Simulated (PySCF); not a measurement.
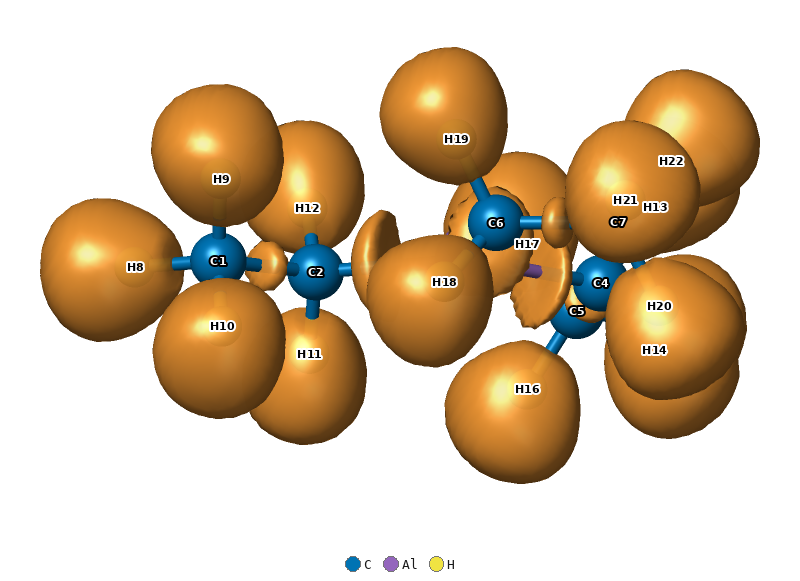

Figure. C₆H₁₅Al (SMILES C[CH2][Al]([CH2]C)[CH2]C). Isosurface of the electron localisation function at 0.9 (orange), seen from one side. Only the valence region is drawn (cores and ρ < 0.01 e/Å³ removed).

Geometry: PBE0-D3(BJ)/ma-def2-SVP.

Method: DFT single point, gas phase, functional wB97X (PySCF 2.14.0, density-fitted response routines).

Input

```
{"job": {"kind": "sp", "xc": "wB97X", "basis": "ma-def2-SVP", "d3": "d3bj", "grid": 2}, "charge": 0, "multiplicity": 1}
C     -1.070645     2.718701     0.602523
C     -1.287307     1.488903    -0.279409
Al     0.012488     0.015071    -0.114050
C     -0.252428    -1.654083    -1.129648
C     -1.486840    -1.745081    -2.027013
C      1.590365     0.212619     1.052688
C      2.504449    -1.003951     1.202429
H     -1.831917     3.500059     0.437777
H     -0.088593     3.186099     0.422737
H     -1.102345     2.464335     1.674795
H     -2.295850     1.064883    -0.107526
H     -1.308910     1.783672    -1.347577
H      0.666915    -1.825376    -1.723713
H     -0.247183    -2.487451    -0.399644
H     -1.553455    -2.707669    -2.562046
H     -2.421185    -1.634283    -1.452603
H     -1.497042    -0.952672    -2.793425
H      1.233776     0.550668     2.045154
H      2.167837     1.079940     0.675066
H      1.967923    -1.871177     1.621422
H      3.364944    -0.811105     1.865437
H      2.915042    -1.331293     0.233180
```

Run with:

```sh
OMP_NUM_THREADS=1 python redox_run.py task.json out
```

### Where are the electrons localised?

At this value the surface marks out three regions between bonded Al–C atoms (shared pairs), three regions between bonded C–C atoms (shared pairs) and 15 regions around hydrogen nuclei. Profiles from the grid: C–C (1.53 Å): the ELF peaks at about 0.95 between the atoms (localised, covalent bonding). C–Al (1.97 Å): the ELF peaks at about 0.95 between the atoms (a shared but strongly polarised pair).
